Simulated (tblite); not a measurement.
## Run report: C₃H₆BFO, relaxed scan

- system: C₃H₆BFO
- method: GFN2-xTB relaxed scan under a harmonic restraint, gas phase (tblite 0.8.0)

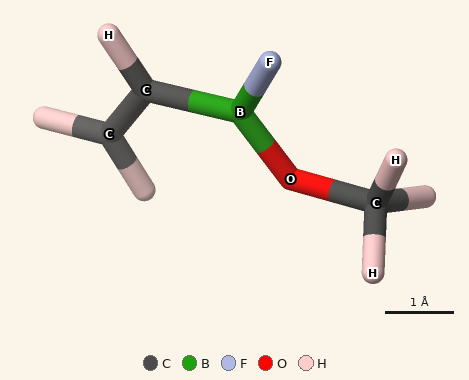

The structure as given in the input (stick view, seen at a tilt). Bond lengths as drawn: B–C 1.56 Å, B–F 1.35 Å, B–O 1.33 Å, C–C 1.33 Å, C–H 1.08 to 1.09 Å and C–O 1.41 Å.

### The input
```
{"job": {"xc": "GFN2-xTB", "basis": "xTB", "coordinate": [["t", [1, 2, 4, 5], 0.5], ["t", [3, 2, 4, 5], 0.5]], "kind": "drive"}, "charge": 0, "multiplicity": 1}
C      2.270671     0.428622    -0.216304
C      1.538237    -0.671217    -0.084915
B     -0.017908    -0.681263     0.056691
F     -0.653472    -1.864556     0.184203
O     -0.726433     0.443837     0.054428
C     -2.130625     0.516156     0.177120
H      3.344896     0.404072    -0.312184
H      1.808003     1.401515    -0.231785
H      2.041467    -1.630804    -0.073759
H     -2.527644     1.008512    -0.712950
H     -2.578842    -0.473772     0.278957
H     -2.367153     1.118213     1.056786
```

The first line tells a small driver script what to run in tblite; the rest is the geometry in Å.

Machine: 1 CPU thread, shared host.

Command:
```bash
OMP_NUM_THREADS=1 python <driver script> task.json out
```

### Log
```
point  coordinate     E/eV
  0    104.400     -532.26938
  1    118.900     -532.18114
  2    133.700     -532.04909
  3    148.800     -531.90190
  4    164.400     -531.79207
  5    179.900     -531.75964
  6    195.400     -531.77939
  7    210.900     -531.86253
  8    226.000     -531.97695
  9    240.800     -532.08167
 10    255.400     -532.14806
 11    270.000     -532.16809
```

### Key numbers

- outcome: converged
- wall time: 1.2 s
- peak memory: 0.19 GiB
